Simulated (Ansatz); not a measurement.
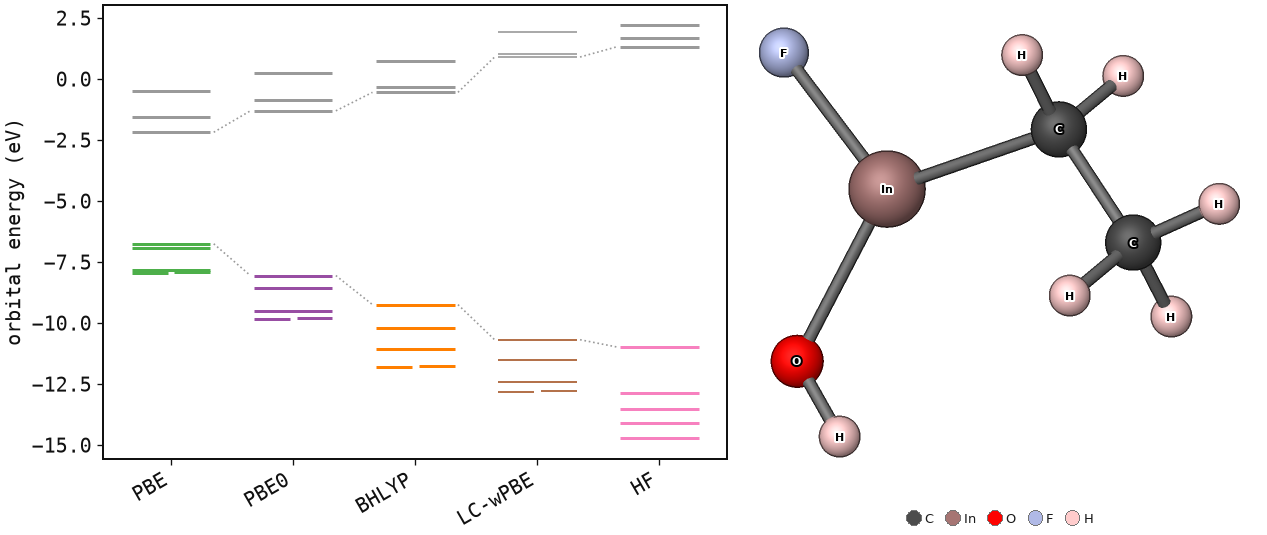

Frontier orbital energies of C₂H₆FInO, SMILES C[CH2][In]([OH])[F], singlet at one geometry, def2-TZVPP, the Ansatz code, at a PBE0-D4/def2-TZVP geometry (a minimum by its frequencies). Empty levels are grey, levels within 0.1 eV stand side by side; all columns show the same few orbitals around the gap. Dotted lines join the HOMOs and the LUMOs.

> Compare the HOMO-LUMO separations.

The separation grows from 4.57 eV (PBE) to 12.30 eV (HF).

```
  level  HOMO (eV)  LUMO (eV)  separation (eV)
    PBE      −6.75      −2.18             4.57
   PBE0      −8.06      −1.31             6.75
  BHLYP      −9.25      −0.55             8.70
LC-wPBE     −10.69       0.90            11.58
     HF     −10.98       1.32            12.30
```

Limits of at least one run: core potentials past krypton; empty levels above zero depend strongly on the basis; one conformer of a flexible molecule; spin-orbit coupling is left out, and with In it can shift these levels and split any degenerate set.
